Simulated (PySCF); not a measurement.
# MgH2S (SMILES [MgH][SH]) at B3LYP/STO-3G

What is the vertical singlet–triplet gap of MgH2S at B3LYP/STO-3G? Input form: a Python script.

The calculation is run with PySCF 2.14.0.

## Step 1: Starting point

The species is MgH2S (4 atoms), meant as a singlet with charge 0. As SMILES, `[MgH][SH]`. The coordinates come from a PBE0-D4/def2-TZVP relaxation.

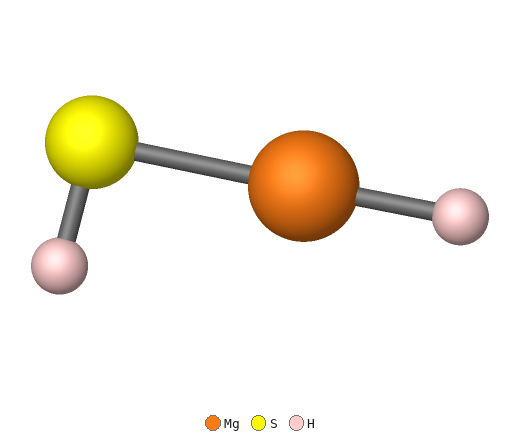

The structure, seen from a chosen angle (magnesium orange, sulfur yellow, hydrogen pink).

## Step 2: The energy at B3LYP/STO-3G

Input file run.py:

```python
# [MgH][SH]
from pyscf import gto, dft

system = gto.M(
    atom='''
Mg      -0.036000      -0.777000       0.271800
S       -0.566100       1.000300      -1.081300
H        0.342700      -2.097900       1.261800
H        0.314900       1.814400      -0.472700
''',
    verbose=3,
    max_memory=1860,
    basis='sto-3g',
)

myscf = dft.RKS(system)
myscf.xc = 'b3lyp'
myscf.grids.level = 4
myscf.conv_tol = 1e-10
myscf.kernel()
if not myscf.converged:
    myscf = myscf.newton().run(myscf.mo_coeff, myscf.mo_occ)

e_final = myscf.e_tot
print('E = %.10f Eh' % e_final)
```

Started as:

```sh
OMP_NUM_THREADS=1 python run.py
```

What it wrote:

```text
converged SCF energy = -592.544952868896
E = -592.5449528689 Eh
```

Run time: 2 s. Hardware: 1 thread of Arm Neoverse V1, shared host; peak memory 0.18 GiB.

## Step 3: The triplet, same level

Input file input.py:

```python
from pyscf import gto, dft

mol = gto.M(
    atom='Mg -0.036000 -0.777000 0.271800; S -0.566100 1.000300 -1.081300; H 0.342700 -2.097900 1.261800; H 0.314900 1.814400 -0.472700',
    spin=2,
    max_memory=1860,
    basis='sto-3g',
    verbose=4,
)

myscf = dft.UKS(mol)
myscf.xc = 'b3lyp'
myscf.grids.level = 4
myscf.conv_tol = 1e-10
myscf.kernel()
if not myscf.converged:
    myscf = myscf.newton().run(myscf.mo_coeff, myscf.mo_occ)

energy = myscf.e_tot
print(f'total energy: {energy:.8f} hartree')
```

Started as:

```sh
OMP_NUM_THREADS=1 python input.py
```

What it wrote:

```text
PySCF version 2.14.0

[INPUT] num. atoms = 4
[INPUT] num. electrons = 30
[INPUT] charge = 0
[INPUT] spin (= nelec alpha-beta = 2S) = 2
[INPUT] symmetry False subgroup None
[INPUT] Mole.unit = angstrom
[INPUT] Symbol           X                Y                Z      unit          X                Y                Z       unit  Magmom
[INPUT]  1 Mg    -0.036000000000  -0.777000000000   0.271800000000 AA   -0.068030140484  -1.468317198787   0.513627560657 Bohr   0.0
[INPUT]  2 S     -0.566100000000   1.000300000000  -1.081300000000 AA   -1.069773959116   1.890293042402  -2.043360858492 Bohr   0.0
[INPUT]  3 H      0.342700000000  -2.097900000000   1.261800000000 AA    0.647609142888  -3.964456436725   2.384456423976 Bohr   0.0
[INPUT]  4 H      0.314900000000   1.814400000000  -0.472700000000 AA    0.595074756626   3.428719080411  -0.893273539082 Bohr   0.0

nuclear repulsion = 58.8812053282654
number of shells = 12
number of NR pGTOs = 60
number of NR cGTOs = 20
basis = sto-3g
ecp = {}

******** <class 'pyscf.dft.uks.UKS'> ********
method = UKS
initial guess = minao
damping factor = 0
level_shift factor = 0
DIIS = <class 'pyscf.scf.diis.CDIIS'>
diis_start_cycle = 1
diis_space = 8
diis_damp = 0
SCF conv_tol = 1e-10
SCF conv_tol_grad = None
SCF max_cycles = 50
direct_scf = True
direct_scf_tol = 1e-13
number electrons alpha = 16  beta = 14
XC library pyscf.dft.libxc version 7.0.0
    S. Lehtola, C. Steigemann, M. J.T. Oliveira, and M. A.L. Marques.,  SoftwareX 7, 1–5 (2018)
XC functionals = b3lyp
    P. J. Stephens, F. J. Devlin, C. F. Chabalowski, and M. J. Frisch.,  J. Phys. Chem. 98, 11623 (1994)
radial grids:
    Treutler-Ahlrichs [JCP 102, 346 (1995); DOI:10.1063/1.469408] (M4) radial grids

becke partition: Becke, JCP 88, 2547 (1988); DOI:10.1063/1.454033
pruning grids: <function nwchem_prune>
grids dens level: 4
symmetrized grids: False
atomic radii adjust function: <function treutler_atomic_radii_adjust>
small_rho_cutoff = 0
Set gradient conv threshold to 1e-05
tot grids = 88064
init E= -592.101171332687
[... the frontier-level lines of each cycle are left out ...]


cycle= 1 E= -592.247914380165  delta_E= -0.147  |g|= 0.165  |ddm|= 2.15


cycle= 2 E= -591.563258729167  delta_E= 0.685  |g|= 0.453  |ddm|= 3.39


cycle= 3 E= -592.179310761046  delta_E= -0.616  |g|= 0.217  |ddm|= 3.03


cycle= 4 E= -592.2605498738  delta_E= -0.0812  |g|= 0.149  |ddm|= 1.47


cycle= 5 E= -592.274843867658  delta_E= -0.0143  |g|= 0.0874  |ddm|= 0.16


cycle= 6 E= -592.175846066445  delta_E= 0.099  |g|= 0.219  |ddm|= 1.45


cycle= 7 E= -592.179239854318  delta_E= -0.00339  |g|= 0.215  |ddm|= 0.0241


cycle= 8 E= -592.176173534279  delta_E= 0.00307  |g|= 0.218  |ddm|= 0.0256


cycle= 9 E= -592.177340696915  delta_E= -0.00117  |g|= 0.216  |ddm|= 0.0134


cycle= 10 E= -592.18896780823  delta_E= -0.0116  |g|= 0.203  |ddm|= 0.0731


cycle= 11 E= -592.181558164369  delta_E= 0.00741  |g|= 0.211  |ddm|= 0.048


cycle= 12 E= -592.182441763564  delta_E= -0.000884  |g|= 0.209  |ddm|= 0.019


cycle= 13 E= -592.196502619243  delta_E= -0.0141  |g|= 0.193  |ddm|= 0.103


cycle= 14 E= -592.171868041922  delta_E= 0.0246  |g|= 0.298  |ddm|= 1.66


cycle= 15 E= -592.237186055497  delta_E= -0.0653  |g|= 0.194  |ddm|= 0.392


cycle= 16 E= -592.25392413101  delta_E= -0.0167  |g|= 0.155  |ddm|= 1.31


cycle= 17 E= -592.285381676807  delta_E= -0.0315  |g|= 0.0986  |ddm|= 0.309


cycle= 18 E= -592.301841722284  delta_E= -0.0165  |g|= 0.00713  |ddm|= 0.327


cycle= 19 E= -592.302250484671  delta_E= -0.000409  |g|= 0.00413  |ddm|= 0.0829


cycle= 20 E= -592.302284655321  delta_E= -3.42e-05  |g|= 0.00857  |ddm|= 0.0517


cycle= 21 E= -592.302215908166  delta_E= 6.87e-05  |g|= 0.012  |ddm|= 0.0381


cycle= 22 E= -592.302323450341  delta_E= -0.000108  |g|= 0.00887  |ddm|= 0.0156


cycle= 23 E= -592.302451123323  delta_E= -0.000128  |g|= 0.000885  |ddm|= 0.035


cycle= 24 E= -592.302452480928  delta_E= -1.36e-06  |g|= 8.5e-05  |ddm|= 0.00373


cycle= 25 E= -592.302452501192  delta_E= -2.03e-08  |g|= 4.05e-05  |ddm|= 0.000845


cycle= 26 E= -592.302452503547  delta_E= -2.36e-09  |g|= 1e-05  |ddm|= 0.000137


cycle= 27 E= -592.302452503708  delta_E= -1.61e-10  |g|= 2.81e-06  |ddm|= 4.01e-05


cycle= 28 E= -592.30245250372  delta_E= -1.19e-11  |g|= 2.14e-07  |ddm|= 8.63e-06


Extra cycle  E= -592.302452503719  delta_E= 1.02e-12  |g|= 7.84e-07  |ddm|= 3.25e-06
converged SCF energy = -592.302452503719  <S^2> = 2.0019402  2S+1 = 3.0012932
total energy: -592.30245250 hartree
```

It took 6.9 s on 1 thread of Arm Neoverse V1, shared host; peak memory 0.18 GiB.

## Step 4: Outcome

Level: B3LYP/STO-3G.

| quantity | value |
| --- | --- |
| singlet: total energy | -592.54495 Eh |
| singlet: dipole moment | 1.54 D |
| singlet: HOMO energy | -1.74 eV |
| singlet: LUMO energy | 5.61 eV |
| singlet: HOMO–LUMO gap | 7.35 eV |
| triplet: total energy | -592.30245 Eh |
| triplet: dipole moment | 1.14 D |
| triplet: ⟨S²⟩ | 2.002 |
| vertical energy of the triplet above the singlet | 6.599 eV |

In words: At this shape the triplet lies 6.60 eV (637 kJ/mol) above the singlet. In a minimal basis such a difference can be off by several eV, whatever the method. Mulliken charges (triplet) run from -0.29 on H3 to +0.38 on Mg1; they depend strongly on the basis.
